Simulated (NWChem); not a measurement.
**CH8O2Si2 (SMILES CO[SiH2]O[SiH3]) at 3 levels**

Aim: a comparison of 3 runs (HF/STO-3G, HF/3-21G, B3LYP/6-31G*) of CH8O2Si2. 

The calculation is run with NWChem 7.3.0.

## 1. Starting point

The species is CH8O2Si2 (13 atoms), meant as a singlet with charge 0. As SMILES, `CO[SiH2]O[SiH3]`. The shape is that of a PBE0-D4/def2-TZVP optimisation. This is one conformer, not always the lowest.

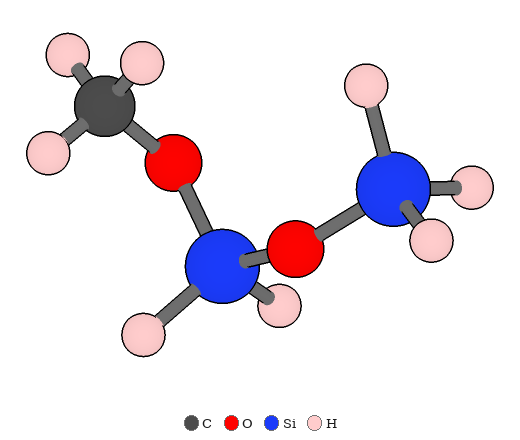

The structure, seen from a chosen angle (carbon dark grey, oxygen red, silicon blue, hydrogen pink).

## 2. Energy and gradient at HF/STO-3G (run 1)

The input, m1.nw:

```
start m1
title "CH8O2Si2"
memory stack 880 mb heap 220 mb global 1100 mb
geometry noautosym nocenter noautoz
  C    -1.237500   -0.620900    1.689800
  O    -0.202700   -1.235100    0.954600
  Si    1.158400   -0.467100    0.482800
  O     0.858100    0.695800   -0.622400
  Si    0.200600    0.997400   -2.090500
  H    -1.861200   -1.403400    2.124800
  H    -0.843000    0.001100    2.501900
  H    -1.861500    0.004000    1.042900
  H     2.019600   -1.517200   -0.102500
  H     1.785300    0.218700    1.639800
  H     0.728600    2.293900   -2.579800
  H     0.554700   -0.080200   -3.051400
  H    -1.278900    1.078100   -1.975300
end
basis "ao basis" spherical bse
  * library STO-3G
end
scf
  nopen 0
  rhf
  thresh 1e-08
  maxiter 80
  print low
end
task scf gradient
```

Command:

```
$ nwchem m1.nw > m1.out
```

Standard output:

```text
[...]
  functions       =    41
[...]
  wavefunction    = RHF
[...]
         Total SCF energy =   -761.010314647304
      One-electron energy =  -1675.838891773092
      Two-electron energy =    604.852784640209
 Nuclear repulsion energy =    309.975792485580
        Time for solution =      3.7s
[...]
                         RHF ENERGY GRADIENTS
    atom               coordinates                        gradient
                 x          y          z           x          y          z
   1 C      -2.338536  -1.173331   3.193259   -0.012793  -0.006262   0.003638
   2 O      -0.383047  -2.334001   1.803932    0.013764   0.026182   0.001588
   3 Si      2.189059  -0.882691   0.912360   -0.036002  -0.019339   0.006529
   4 O       1.621574   1.314871  -1.176165   -0.002047  -0.000943  -0.006962
   5 Si      0.379079   1.884813  -3.950472    0.009625   0.003186   0.016930
   6 H      -3.517158  -2.652041   4.015290    0.003152  -0.000174  -0.001699
   7 H      -1.593039   0.002079   4.727905    0.004984  -0.001825  -0.002184
   8 H      -3.517725   0.007559   1.970795    0.004021  -0.002762  -0.002854
   9 H       3.816491  -2.867092  -0.193697    0.016037  -0.019084  -0.013993
  10 H       3.373728   0.413283   3.098773    0.010576   0.015686   0.023214
  11 H       1.376854   4.334842  -4.875115    0.011208   0.027193  -0.009758
[...]
```

Run time: 5.4 s. Hardware: 1 thread of Intel Xeon Platinum 8375C at 2.90GHz (Ice Lake), shared host; peak memory 0.097 GiB.

## 3. Energy and gradient at HF/3-21G (run 2)

The input, run.nw:

```
START run
memory stack 880 mb heap 220 mb global 1100 mb
GEOMETRY units angstrom noautosym nocenter noautoz
C     -1.237500    -0.620900     1.689800
O     -0.202700    -1.235100     0.954600
Si     1.158400    -0.467100     0.482800
O      0.858100     0.695800    -0.622400
Si     0.200600     0.997400    -2.090500
H     -1.861200    -1.403400     2.124800
H     -0.843000     0.001100     2.501900
H     -1.861500     0.004000     1.042900
H      2.019600    -1.517200    -0.102500
H      1.785300     0.218700     1.639800
H      0.728600     2.293900    -2.579800
H      0.554700    -0.080200    -3.051400
H     -1.278900     1.078100    -1.975300
END
BASIS spherical bse
* library 3-21G
END
SCF
singlet
rhf
thresh 1e-08
maxiter 80
END
TASK scf gradient
```

Command:

```
$ nwchem run.nw > run.out
```

Standard output:

```text
[...]
  functions       =    69
[...]
  wavefunction    = RHF
[...]
         Total SCF energy =   -766.103052348850
      One-electron energy =  -1676.908917214455
      Two-electron energy =    600.830072380025
 Nuclear repulsion energy =    309.975792485580
        Time for solution =      4.2s
[...]
                         RHF ENERGY GRADIENTS
    atom               coordinates                        gradient
                 x          y          z           x          y          z
   1 C      -2.338536  -1.173331   3.193259    0.024798  -0.003043  -0.014101
   2 O      -0.383047  -2.334001   1.803932    0.007649   0.010349   0.000179
   3 Si      2.189059  -0.882691   0.912360   -0.036759  -0.001899  -0.005913
   4 O       1.621574   1.314871  -1.176165    0.001054   0.006474  -0.003161
   5 Si      0.379079   1.884813  -3.950472    0.005086  -0.014454   0.016184
   6 H      -3.517158  -2.652041   4.015290   -0.004092  -0.006609   0.002948
   7 H      -1.593039   0.002079   4.727905    0.002993   0.003189   0.004771
   8 H      -3.517725   0.007559   1.970795   -0.003686   0.003457  -0.005249
   9 H       3.816491  -2.867092  -0.193697   -0.000030  -0.001868  -0.001097
  10 H       3.373728   0.413283   3.098773    0.000332   0.003312  -0.000055
  11 H       1.376854   4.334842  -4.875115    0.001567   0.000935   0.002420
[...]
```

It took 5.7 s on 1 thread of Intel Xeon Platinum 8375C at 2.90GHz (Ice Lake), shared host; peak memory 0.098 GiB.

## 4. Energy and gradient at B3LYP/6-31G(d) (Cartesian functions) (run 3)

The input, test.nw:

```
start test
memory total 2200 mb
geometry units bohr noautosym nocenter noautoz
   C   -2.33853608  -1.17333095   3.19325921
   O   -0.38304749  -2.33400074   1.80393256
   Si   2.18905874  -0.88269107   0.91235977
   O    1.62157399   1.31487144  -1.17616554
   Si   0.37907906   1.88481284  -3.95047246
   H   -3.51715826  -2.65204164   4.01529007
   H   -1.59303912   0.00207870   4.72790579
   H   -3.51772518   0.00755890   1.97079538
   H    3.81649088  -2.86709248  -0.19369693
   H    3.37372805   0.41328310   3.09877290
   H    1.37685445   4.33484276  -4.87511546
   H    1.04823108  -0.15155604  -5.76631030
   H   -2.41677074   2.03731373  -3.73277601
end
basis
   * library 6-31G*
end
dft
   xc b3lyp
   grid fine
   convergence energy 1e-08
   iterations 100
   mulliken
   noprint "final vectors analysis"
end
task dft gradient
```

Command:

```
$ nwchem test.nw > test.out
```

Standard output:

```text
[...]
          Wavefunction type:  closed shell.
          No. of atoms     :    13
          No. of electrons :    58
[...]
          Charge           :     0
          Spin multiplicity:     1
[...]
          AO basis - number of functions:    99
[...]
              XC Information
              --------------
                         B3LYP Method XC Potential
                     Hartree-Fock (Exact) Exchange  0.200
                        Slater Exchange Functional  0.800 local
                    Becke 1988 Exchange Functional  0.720 non-local
              Lee-Yang-Parr Correlation Functional  0.810
                  VWN I RPA Correlation Functional  0.190 local
[...]
 d= 0,ls=0.0,diis     1   -772.3602427563 -1.08D+03  1.45D-02  9.81D-01     4.0
[...]
 d= 0,ls=0.0,diis    10   -772.4567444350 -9.69D-09  3.72D-07  2.41D-09    31.1
         Total DFT energy =     -772.456744435020
      One electron energy =    -1682.923114715815
           Coulomb energy =      668.112481015615
    Exchange-Corr. energy =      -67.621880881106
 Nuclear repulsion energy =      309.975770146287
[...]
  wavefunction    = closed shell
                         DFT ENERGY GRADIENTS
    atom               coordinates                        gradient
                 x          y          z           x          y          z
   1 C      -2.338536  -1.173331   3.193259    0.003722  -0.002025  -0.002839
   2 O      -0.383047  -2.334001   1.803933    0.004236   0.009461   0.000215
   3 Si      2.189059  -0.882691   0.912360   -0.010990   0.002060  -0.004448
   4 O       1.621574   1.314871  -1.176166   -0.002872  -0.006165  -0.001888
   5 Si      0.379079   1.884813  -3.950472    0.003539  -0.002280   0.008453
   6 H      -3.517158  -2.652042   4.015290    0.001331   0.001284  -0.000915
   7 H      -1.593039   0.002079   4.727906   -0.000273  -0.001198  -0.001730
   8 H      -3.517725   0.007559   1.970795    0.001384  -0.001125   0.000848
   9 H       3.816491  -2.867092  -0.193697   -0.000576   0.000491  -0.000319
  10 H       3.373728   0.413283   3.098773   -0.000890   0.000160  -0.000582
  11 H       1.376854   4.334843  -4.875115    0.000272  -0.000396   0.000928
[...]
```

Wall time 39 s (1 thread of Intel Xeon Platinum 8375C at 2.90GHz (Ice Lake), shared host); peak memory 0.13 GiB.

## 5. Overview of the runs

```csv
run,level,Cartesian functions,iteration cap,energy (Eh),largest force (eV/Å),wall time
1,HF/STO-3G,no,80,-761.010315,2.128,5.4 s
2,HF/3-21G,no,80,-766.103052,1.917,5.7 s
3,B3LYP/6-31G* (Cartesian functions),yes,100,-772.456744,0.619,39 s
```

## 6. Summary of results

| quantity | value |
| --- | --- |
| run 3: total energy | -772.45674 Eh |
| run 3: dipole moment | 1.05 D |
| run 3: largest force on an atom | 0.619 eV/Å |

In words: In run 1 the basis is minimal, so the values are rough. All runs together took 50 s, the longest 39 s.
